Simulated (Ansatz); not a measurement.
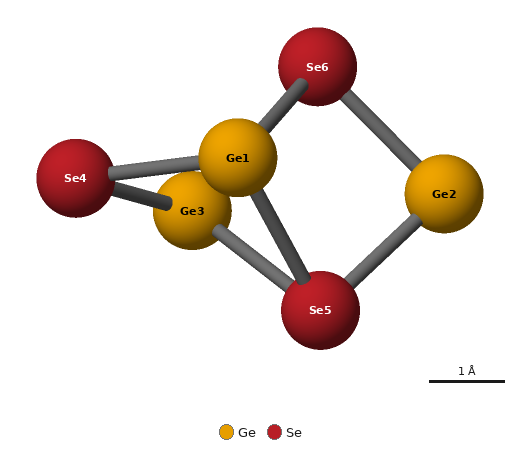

**Figure 1.** The input geometry of run 1 (ball-and-stick view, seen at a tilt; atoms are numbered from 1 in the order of the input). Sticks mark near contacts. Bond lengths as drawn: Ge–Se 2.41 to 2.66 Å.

# Ge3Se3: a changed input and its effect

System: Ge3Se3.
Method of run 1: RKS LC-wPBE with omega 0.1 1/bohr/def2-SVP (Ansatz 0.2.0).

The geometry comes from this level: PBE0-D4/def2-SVP. Text and figures count atoms from 1; the logs count them from 0 in places.

**The input, run 1**
```yaml
crystal:
  periodic: [false, false, false]
  atoms:
    - {symbol: Ge, position_ang: [0.520622, -0.742058, 1.329304]}
    - {symbol: Ge, position_ang: [0.700655, -1.044267, -2.130655]}
    - {symbol: Ge, position_ang: [-0.908169, 1.319770, -0.150157]}
    - {symbol: Se, position_ang: [-0.737338, 1.098789, 2.243626]}
    - {symbol: Se, position_ang: [-1.184493, -1.275951, -0.634875]}
    - {symbol: Se, position_ang: [1.608723, 0.643718, -0.657242]}
basis:
  gaussian: {orbitals: def2-SVP, initial_orbitals: start.molden}
hamiltonian: {xc: {name: LC-wPBE, parameters: {omega: 0.1/bohr}}}
scf: {omitted_lower_state_checks: [starts]}
output: {orbitals: {seedname: orbitals}}
```

Command:
```bash
ansatz run in.yaml --threads 4 --pin off --events-out ev --progress --plain --max-ram 8704MiB
```

Hardware: 4 threads of Arm Neoverse V2, 23 GiB of memory available, shared host.

**Output (run 1)**
```
Functional definition: LC-wPBE
  parameter omega = 0.4/bohr
  exchange = pbe_x_sr(omega) + exact_x_lr(omega)
  correlation = pbe_c
  with omega = 0.1/bohr from the input
these checks for a lower state are left out or cut short: starts
2091 factors; their error is unknown
92 factors; integrals over basis functions are off by at most 1.9e-7 eV
mean field evaluation 1: about -365507.7039 eV, gradient 1.8e1 eV
mean field evaluation 2: about -365508.0849 eV, gradient 3.6e-1 eV
mean field evaluation 4: about -365507.7063 eV, gradient 1.3e-1 eV
mean field -365507.70628056 eV, -13432.1604557889 hartree, gradient 1.9e-5 eV, S^2 0.000000; 0 other end points of the search recorded, 0 dependent functions left out
reference -365507.70628066 eV, -13432.1604557927 hartree; 99, 99 occupied and 93, 93 virtual orbitals, 2091 factors
Total energy: -365507.70628066 eV, -13432.1604557927 hartree
Checks for a lower state left out: starts
```

For run 2 the input was changed thus:
```diff
+total_charge: 1
+magnetization: {spin_polarized: true, initial_magnetization: 1}
```

What does this change do to the results?

The total energies belong to different systems, so their difference says nothing on which is more stable or more accurate. The HOMO goes from −6.79 to −11.71 eV. The LUMO goes from −2.22 to −8.78 eV. On the same kind of shared host run 2 took about 5 times as long.

**Output (run 2)**
```
Functional definition: LC-wPBE
  parameter omega = 0.4/bohr
  exchange = pbe_x_sr(omega) + exact_x_lr(omega)
  correlation = pbe_c
  with omega = 0.1/bohr from the input
these checks for a lower state are left out or cut short: starts
2091 factors; their error is unknown
92 factors; integrals over basis functions are off by at most 1.9e-7 eV
mean field evaluation 1: about -365499.8982 eV, gradient 1.3e1 eV
mean field evaluation 2: about -365500.2966 eV, gradient 3.7e-1 eV
mean field evaluation 4: about -365499.9199 eV, gradient 9.1e-2 eV
mean field evaluation 8: about -365499.9199 eV, gradient 2.6e-5 eV
mean field -365499.91992171 eV, -13431.8743123790 hartree, gradient 7.3e-6 eV, S^2 0.753130; 0 other end points of the search recorded, 0 dependent functions left out
reference -365499.91992182 eV, -13431.8743123830 hartree; 99, 98 occupied and 93, 94 virtual orbitals, 2091 factors
Total energy: -365499.91992182 eV, -13431.8743123830 hartree
Checks for a lower state left out: starts
```

**The two runs side by side**

| quantity | run 1 | run 2 |
| --- | --- | --- |
| outcome | converged | converged |
| total energy (hartree) | −13432.160456 | −13431.874312 |
| HOMO (eV) | −6.79 | −11.71 |
| LUMO (eV) | −2.22 | −8.78 |
| basis functions | 192 | 192 |
| ⟨S²⟩ | – | 0.753 |
| wall time (shared host) | 5 s | 25 s |
